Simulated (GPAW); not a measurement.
Consider Sr2Ti2O5 (Cmmm).

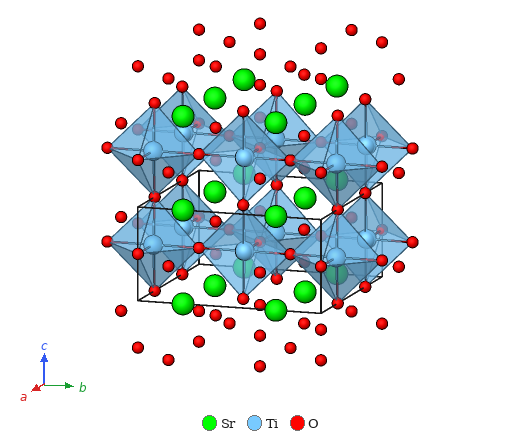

The structure (strontium green, titanium blue, oxygen red). 1×1×2 conventional cells are drawn. Some periodic images of atoms are drawn too.

```xyz
9
Lattice="3.9077 -3.9753 0.0000 3.9077 3.9753 0.0000 0.0000 0.0000 3.9400" Properties=species:S:1:pos:R:3 pbc="T T T"
Sr    3.9077    2.0155    0.0000
Sr    3.9077   -2.0155    0.0000
Ti    1.9507    0.0000    1.9700
Ti    5.8647    0.0000    1.9700
O     0.0000    0.0000    1.9700
O     2.1477    0.0000    0.0000
O     5.6677    0.0000    0.0000
O     1.9539   -1.9877    1.9700
O     1.9539    1.9877    1.9700
```

Absorber: atom 6, with 2 Ti at 1.98 Å (bent, 169°, site symmetry 2mm). Method: GPAW, LDA + U (Ti 3 eV), excited-electron core hole (neutral cell), 18-atom cell with 6.8 Å between holes, 4×4×4 k points, dipole transitions, Gaussian full width 0.9 eV up to 4 eV, rising linearly to 3.5 eV at 25 eV.

Question: Predict the near-edge structure at the O K edge.

Main maxima up to 24 eV above the zero (height): 0.9 eV (1.54), 4.1 eV (2.45), 10.2 eV (1.33) and 17.2 eV (0.90). A K edge sees empty p states; the first features are O p mixed into the empty d states of the Ti neighbours, and the broad ones above probably into the cations' higher empty bands. The total-energy difference is 534.82 eV. One term is added: -8.83 eV, since the hole is spin-paired here and a spin-polarised one costs that much less in the free atom (computed apart). The photon energy is then 525.99 eV. The functional leaves an error in such absolute values: in the free atom LDA prices this hole 4.1 eV below PBE (computed apart), and PBE is itself good to a few eV.

The O K spectrum (energy from the lowest empty level; intensity scaled to a mean of 1 over the first 20 eV; polarised curves are means over the symmetry-equivalent atoms):

```
E (eV)  isotropic  ε ∥ x  ε ∥ y  ε ∥ z
  -2.0       0.00   0.00   0.00   0.00
  -0.5       0.11   0.27   0.05   0.01
   1.0       1.52   2.25   2.06   0.25
   2.5       0.80   0.77   0.25   1.37
   4.0       2.42   1.52   2.05   3.69
   5.5       1.43   1.68   1.90   0.70
   7.0       0.46   0.51   0.68   0.17
   8.5       0.69   0.52   0.74   0.82
  10.0       1.31   0.72   0.86   2.35
  11.5       1.13   0.97   0.86   1.55
  13.0       0.75   0.71   0.63   0.90
  14.5       0.54   0.39   0.60   0.63
  16.0       0.79   0.58   1.12   0.67
  17.5       0.90   0.99   1.05   0.66
  19.0       0.80   1.19   0.76   0.47
  20.5       0.62   0.87   0.64   0.34
  22.0       0.54   0.73   0.56   0.34
  23.5       0.58   0.80   0.54   0.39
  25.0       0.68   0.90   0.62   0.52
  26.5       0.79   0.92   0.73   0.72
  28.0       0.87   0.88   0.85   0.88
  29.5       0.96   0.88   1.03   0.96
  31.0       1.06   0.88   1.18   1.11
```

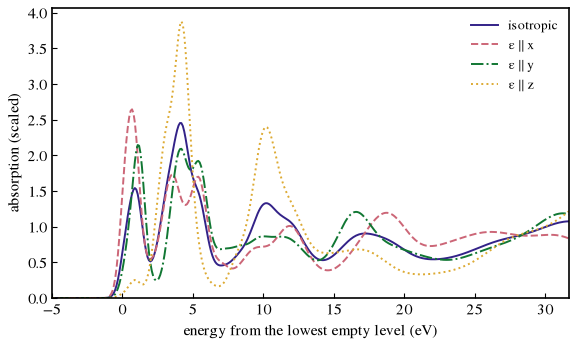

The O K edge.

The unit cell's mesh shows no gap over 0.35 eV. That is right for a metallic compound; for a small-gap or correlated insulator it would be the fault of the functional or of the assumed magnetic order, and the hole would be screened too well. The crystal has 3 inequivalent O sites and not all are shown here, while a measurement adds them all. The mesh is coarse (0.28 Å⁻¹ between points), so small maxima may be mesh ripples. The structure is a computed Materials Project entry and may be a hypothetical form.

[Banner, clock and machine lines of the logs are left out without a mark of their own.]

[Logs are printed without paths, hosts, clocks, repeated set-up lines and the standing remarks that a program may print on its own settings, such as how far it seeks lower states.]

[Hosts, paths, dates, database ids (printed as entryN), source tags and the programs' standing remarks are cut or masked in the printed files.]

[Lists of maxima count a maximum above −3 eV only where it reaches 4 % of the highest in the window and stands out from its surroundings by 2 % of it (1.5 % where it reaches 55 %); shoulders and weaker maxima are passed over, and of the rest the first, up to two pre-edge ones and the few strongest are named.]
